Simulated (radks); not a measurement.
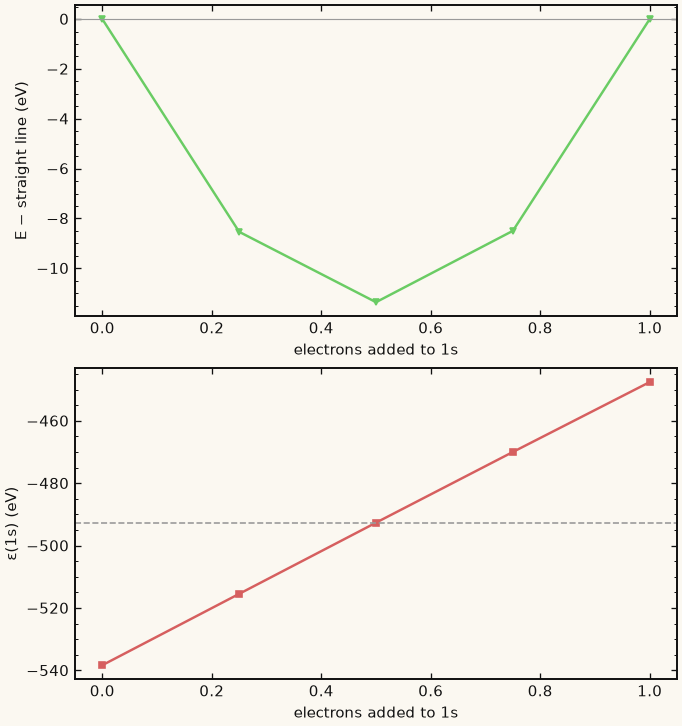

The calculation used the in-house radial solver radks at this level: scalar-relativistic Kohn-Sham, LDA (Slater exchange, Perdew-Wang correlation), spin-unpolarised, spherical densities, point nucleus. The occupation of the 1s shell is varied from N⁴⁺ (1s1 2s2) to N³⁺ ([He] 2s2), with spherical fractional occupations. The plot shows the total energy less the straight line between the end points, and the eigenvalue of 1s (the dashed line is minus the energy to take the whole electron out).

**Describe the curve.**

The curve is convex (below the straight line), with the largest deviation among the points computed, −11.36 eV, at 0.5. The end points differ by 492.7 eV, the energy to take the electron out. The eigenvalue, which is the slope of the energy (Janak's theorem), moves from −538.3 eV at 0 to −447.6 eV at 1; for a straight line it would stay constant, and a parabola would sag by an eighth of this change, scaled to a whole electron, 11.34 eV. Convexity is the delocalisation error: fractional charges are too low in energy. The shell lies under occupied ones, so the straight line is a guide here rather than an exact condition.
